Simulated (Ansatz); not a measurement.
# SiH3+ (singlet): one geometry, many settings at distance Si1–H3 = 1.631 Å

What do other methods and options give for SiH3+ (singlet) at this geometry, and how long do they take?

Computed with Ansatz 0.2.0, Gaussian basis. Level: the settings change from run to run.

26 further runs of the same task are left out: 6 for a known fault of the program, 1 for a mislabelled method, 15 that didn't finish, 4 set aside as unsound or not needed.

## (1) The system

The geometry derives from a PBE0/def2-TZVP stationary point (not a proven minimum). One bond is set to the value named and the two fragments are kept rigid.

4 atoms, charge 1, spin multiplicity 1.

Atoms are counted from 1 here; the program's logs count them from 0.

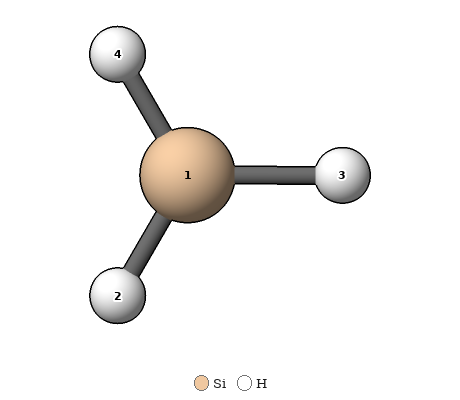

The geometry (silicon light orange, hydrogen white); atoms are numbered from 1 in the order of the file.

Geometry (Å):

```xyz
4
H3Si
Si    0.00262   -0.00444    0.00001
H     1.47456    0.00979   -0.00009
H    -0.82650    1.40010   -0.00321
H    -0.72103   -1.28629    0.00301
```

## (2) CCSD on RHF/6-31++G**

Contents of in.yaml:

```yaml
crystal:
  periodic: [false, false, false]
  atoms:
    - {symbol: Si, position_ang: [0.002619, -0.004436, 0.000010]}
    - {symbol: H, position_ang: [1.474561, 0.009794, -0.000086]}
    - {symbol: H, position_ang: [-0.826498, 1.400098, -0.003209]}
    - {symbol: H, position_ang: [-0.721029, -1.286287, 0.003011]}
basis:
  gaussian: {orbitals: "6-31++G**", fitting: {mean_field: def2-universal-jkfit}}
total_charge: 1
magnetization: {spin_polarized: false}
correlation: {method: ccsd, electrons: all, diis_vectors: 1}
```

Started as:

```bash
$ ansatz run in.yaml --threads 1 --pin off --events-out ev --progress --plain --max-ram 2393MiB
```

Standard output:

```text
Functional definition: HF
  name "HF"
  cite "Fock, Z. Phys. 61, 126 (1930) doi:10.1007/BF01340294"
  parent pbe
  exchange = exact_x
  correlation = 0
182 factors; integrals over basis functions are off by at most 3.8e-1 eV
mean field evaluation 1: about -7899.7893 eV, gradient 7.9e0 eV
mean field evaluation 2: about -7900.1004 eV, gradient 2.0e0 eV
mean field evaluation 4: about -7900.1245 eV, gradient 1.5e-1 eV
mean field evaluation 8: about -7899.7892 eV, gradient 7.9e0 eV
mean field -7900.12461113 eV, -290.3242245623 hartree, gradient 1.5e-6 eV, S^2 0.000000; 0 other end points of the search recorded, 0 dependent functions left out
reference -7900.12461113 eV, -290.3242245623 hartree; 8, 8 occupied and 33, 33 virtual orbitals, 182 factors
second order -2.50581822 eV of doubles, -0.00000000 eV of singles
cycle   1  -2.93170946 eV  change   -4.3e-1 eV  update   4.8e-2
cycle   2  -3.10638140 eV  change   -1.7e-1 eV  update   1.8e-2
cycle   3  -3.11074108 eV  change   -4.4e-3 eV  update   3.5e-3
cycle   4  -3.11054719 eV  change    1.9e-4 eV  update   1.2e-3
cycle   5  -3.10964019 eV  change    9.1e-4 eV  update   3.3e-4
cycle   6  -3.10928867 eV  change    3.5e-4 eV  update   1.3e-4
cycle   7  -3.10918037 eV  change    1.1e-4 eV  update   4.1e-5
cycle   8  -3.10916276 eV  change    1.8e-5 eV  update   1.4e-5
cycle   9  -3.10915398 eV  change    8.8e-6 eV  update   5.6e-6
Total energy: -7903.23376512 eV, -290.4384838638 hartree
```

It took 0.3 s on 1 thread of Intel Xeon Platinum 8259CL at 2.50GHz, shared host.

From the report: correlation -3.1092 eV; T1 0.006; largest double amplitude 0.05.

## (3) CISDTQ/STO-3G

Contents of in.yaml:

```yaml
crystal:
  periodic: [false, false, false]
  atoms:
    - {symbol: Si, position_ang: [0.002619, -0.004436, 0.000010]}
    - {symbol: H, position_ang: [1.474561, 0.009794, -0.000086]}
    - {symbol: H, position_ang: [-0.826498, 1.400098, -0.003209]}
    - {symbol: H, position_ang: [-0.721029, -1.286287, 0.003011]}
basis:
  gaussian: {orbitals: STO-3G}
total_charge: 1
hamiltonian: {pseudopotentials: {relativity: scalar}}
correlation: {active_space: {ras: {orbitals: [8, 0, 4], electrons: 16, max_holes: 4, max_particles: 4}, fixed_orbitals: true}}
accuracy: high
scf: {lower_state_search: off}
```

Launched as before.

Standard output:

```text
Functional definition: HF
  name "HF"
  cite "Fock, Z. Phys. 61, 126 (1930) doi:10.1007/BF01340294"
  parent pbe
  exchange = exact_x
  correlation = 0
these checks for a lower state are left out or cut short: stability, starts, cluster_reference, orbital_swaps, neighbouring_geometries, increment
182 factors; integrals over basis functions are off by at most 1.3e-8 eV
mean field evaluation 1: about -7823.8814 eV, gradient 7.5e0 eV
mean field evaluation 2: about -7823.8657 eV, gradient 7.5e0 eV
mean field evaluation 4: about -7824.1515 eV, gradient 2.9e-1 eV
mean field evaluation 8: about -7824.1517 eV, gradient 1.7e-5 eV
mean field -7824.15169313 eV, -287.5322713220 hartree, gradient 3.2e-8 eV, S^2 0.000000; 0 other end points of the search recorded, 0 dependent functions left out
reference -7824.15169313 eV, -287.5322713220 hartree; 8, 8 occupied and 4, 4 virtual orbitals, 182 factors
state -7825.96340810 eV, -287.5988506193 hartree
Total energy: -7825.96340810 eV, -287.5988506193 hartree
Relativity: scalar
Checks for a lower state left out: stability, starts, cluster_reference, orbital_swaps, neighbouring_geometries, increment
```

Wall time 0.69 s (1 thread of Intel Xeon Platinum 8259CL at 2.50GHz, shared host).

From the report: 13,759 determinants.

## (4) CCSD on RHF/STO-3G

Contents of in.yaml:

```yaml
crystal:
  periodic: [false, false, false]
  atoms:
    - {symbol: Si, position_ang: [0.002619, -0.004436, 0.000010]}
    - {symbol: H, position_ang: [1.474561, 0.009794, -0.000086]}
    - {symbol: H, position_ang: [-0.826498, 1.400098, -0.003209]}
    - {symbol: H, position_ang: [-0.721029, -1.286287, 0.003011]}
basis:
  gaussian: {orbitals: STO-3G, point_charges: [{charge: -1.00, position_ang: [4.452, 0.605, -0.093]}]}
total_charge: 1
magnetization: {spin_polarized: false}
correlation: {method: ccsd, electrons: valence, diis_vectors: 2}
```

Launched as before.

Standard output, cut to the lines that bear on the results:

```text
Functional definition: HF
  name "HF"
  cite "Fock, Z. Phys. 61, 126 (1930) doi:10.1007/BF01340294"
  parent pbe
[...]
128 factors; integrals over basis functions are off by at most 1.6e-5 eV
[...]
mean field -7814.79345969 eV, -287.1883625864 hartree, gradient 6.5e-6 eV, S^2 0.000000; 1 other end points of the search recorded, 0 dependent functions left out
5 core orbitals not correlated: weight in the atoms' cores, before any rotation towards them, 1.000 or more for the frozen orbitals, at most 0.000 for the correlated occupied ones
reference -7814.79345969 eV, -287.1883625864 hartree; 3, 3 occupied and 4, 4 virtual orbitals, 128 factors
second order -1.10800941 eV of doubles, -0.00000000 eV of singles
cycle   1  -1.48152797 eV  change   -3.7e-1 eV  update   5.3e-2
[...]
cycle   8  -1.69626369 eV  change   -1.8e-6 eV  update   1.9e-6
Total energy: -7816.48972338 eV, -287.2506991271 hartree
```

Wall time 0.09 s (1 thread of Intel Xeon Platinum 8259CL at 2.50GHz, shared host).

From the report: correlation -1.6963 eV; T1 0.003; largest double amplitude 0.10.

## (5) HF/6-31G

in.yaml: that of step 4 with these lines changed.

```diff
@@ -8,5 +8,7 @@
 basis:
-  gaussian: {orbitals: STO-3G, point_charges: [{charge: -1.00, position_ang: [4.452, 0.605, -0.093]}]}
+  gaussian: {orbitals: 6-31G}
 total_charge: 1
 magnetization: {spin_polarized: false}
-correlation: {method: ccsd, electrons: valence, diis_vectors: 2}
+hamiltonian: {xc: hf}
+scf: {lower_state_search: off}
+output: {forces: true, orbitals: {seedname: orbitals}}
```

The command is unchanged.

Standard output, cut to the lines that bear on the results:

```text
Functional definition: HF
  name "HF"
  cite "Fock, Z. Phys. 61, 126 (1930) doi:10.1007/BF01340294"
  parent pbe
[...]
236 factors; integrals over basis functions are off by at most 2.2e-4 eV
[...]
mean field -7898.88571232 eV, -290.2786958708 hartree, gradient 4.7e-6 eV, S^2 0.000000; 0 other end points of the search recorded, 0 dependent functions left out
[...]
reference -7898.88571232 eV, -290.2786958708 hartree; 8, 8 occupied and 11, 11 virtual orbitals, 236 factors
Total energy: -7898.88571232 eV, -290.2786958708 hartree
Atom 0 at     0.002619    -0.004436     0.000010 Å, force    -1.192919     2.020820    -0.004631 eV/Å
Atom 1 at     1.474561     0.009794    -0.000086 Å, force     0.013970     0.030448    -0.000071 eV/Å
Atom 2 at    -0.826498     1.400098    -0.003209 Å, force     1.212357    -2.053749     0.004707 eV/Å
Atom 3 at    -0.721029    -1.286287     0.003011 Å, force    -0.033408     0.002480    -0.000004 eV/Å
Dipole moment:     0.004811    -0.008149     0.000019 e Å
Checks for a lower state left out: stability, starts, cluster_reference, orbital_swaps, neighbouring_geometries, increment
```

It took 0.21 s on 1 thread of Intel Xeon Platinum 8259CL at 2.50GHz, shared host.

## (6) CISD/STO-3G

in.yaml: that of step 5 with these lines changed.

```diff
@@ -8,7 +8,4 @@
 basis:
-  gaussian: {orbitals: 6-31G}
+  gaussian: {orbitals: STO-3G}
 total_charge: 1
-magnetization: {spin_polarized: false}
-hamiltonian: {xc: hf}
-scf: {lower_state_search: off}
-output: {forces: true, orbitals: {seedname: orbitals}}
+correlation: {active_space: {ras: {orbitals: [3, 0, 4], electrons: 6, max_holes: 2, max_particles: 2}, fixed_orbitals: true}}
```

Launched as before.

Standard output:

```text
Functional definition: HF
  name "HF"
  cite "Fock, Z. Phys. 61, 126 (1930) doi:10.1007/BF01340294"
  parent pbe
  exchange = exact_x
  correlation = 0
128 factors; integrals over basis functions are off by at most 1.7e-5 eV
mean field evaluation 1: about -7811.2762 eV, gradient 7.6e0 eV
mean field evaluation 2: about -7811.2693 eV, gradient 7.5e0 eV
mean field evaluation 4: about -7811.5586 eV, gradient 3.0e-1 eV
mean field evaluation 8: about -7811.5589 eV, gradient 5.0e-7 eV
mean field -7811.55886272 eV, -287.0694933400 hartree, gradient 6.3e-6 eV, S^2 0.000000; 0 other end points of the search recorded, 0 dependent functions left out
reference -7811.55886272 eV, -287.0694933400 hartree; 8, 8 occupied and 4, 4 virtual orbitals, 128 factors
state -7813.21178129 eV, -287.1302369773 hartree
Total energy: -7813.21178129 eV, -287.1302369773 hartree
```

Run time: 0.09 s. Hardware: 1 thread of Intel Xeon Platinum 8259CL at 2.50GHz, shared host.

From the report: 67 determinants.

## (7) BCCD on RHF/cc-pVTZ

in.yaml: that of step 6 with these lines changed.

```diff
@@ -8,4 +8,7 @@
 basis:
-  gaussian: {orbitals: STO-3G}
+  gaussian: {orbitals: cc-pVTZ}
 total_charge: 1
-correlation: {active_space: {ras: {orbitals: [3, 0, 4], electrons: 6, max_holes: 2, max_particles: 2}, fixed_orbitals: true}}
+magnetization: {spin_polarized: false}
+correlation: {method: bccd, electrons: valence}
+accuracy: high
+scf: {lower_state_search: off}
```

Same command.

Standard output, cut to the lines that bear on the results:

```text
Functional definition: HF
  name "HF"
  cite "Fock, Z. Phys. 61, 126 (1930) doi:10.1007/BF01340294"
  parent pbe
[...]
1220 factors; integrals over basis functions are off by at most 3.8e-9 eV
[...]
mean field -7900.89283553 eV, -290.3524562884 hartree, gradient 1.2e-8 eV, S^2 0.000000; 0 other end points of the search recorded, 0 dependent functions left out
5 core orbitals not correlated: weight in the atoms' cores, before any rotation towards them, 1.000 or more for the frozen orbitals, at most 0.000 for the correlated occupied ones
reference -7900.89283553 eV, -290.3524562884 hartree; 3, 3 occupied and 68, 68 virtual orbitals, 1220 factors
second order -2.81332939 eV of doubles, -0.00000000 eV of singles
cycle   1  -3.29376807 eV  change   -4.8e-1 eV  update   5.2e-2
[...]
cycle  20  -3.49077121 eV  change  -3.8e-10 eV  update  2.0e-10
Total energy: -7904.38360675 eV, -290.4807397643 hartree
Checks for a lower state left out: stability, starts, cluster_reference, orbital_swaps, neighbouring_geometries, increment
```

Run time: 4.2 s. Hardware: 1 thread of Intel Xeon Platinum 8259CL at 2.50GHz, shared host; peak memory 0.37 GiB.

From the report: correlation -3.4908 eV; largest double amplitude 0.06.

## (8) All runs side by side

```tsv
level	correlated	functions	energy (eV)	time
CCSD on RHF/6-31++G**	all	41	-7903.2338	0.3 s
CISDTQ/STO-3G (relativity set)	all	12	-7825.9634	0.69 s
CCSD on RHF/STO-3G (beside a point charge)	valence	12	-7816.4897	0.09 s
HF/6-31G		19	-7898.8857	0.21 s
CISD/STO-3G	valence	12	-7813.2118	0.09 s
BCCD on RHF/cc-pVTZ	valence	76	-7904.3836	4.2 s
```

## (9) Outcome

```
quantity                                               value
    runs                                                   6
quickest  CCSD on RHF/STO-3G (beside a point charge), 0.09 s
 slowest                          BCCD on RHF/cc-pVTZ, 4.2 s
```

**Reading.** Total energies in different bases, with other cores or another treatment of relativity can't be set against each other. BCCD on RHF/cc-pVTZ took 46 times as long as CCSD on RHF/STO-3G (beside a point charge); the jobs differ in more than the method.
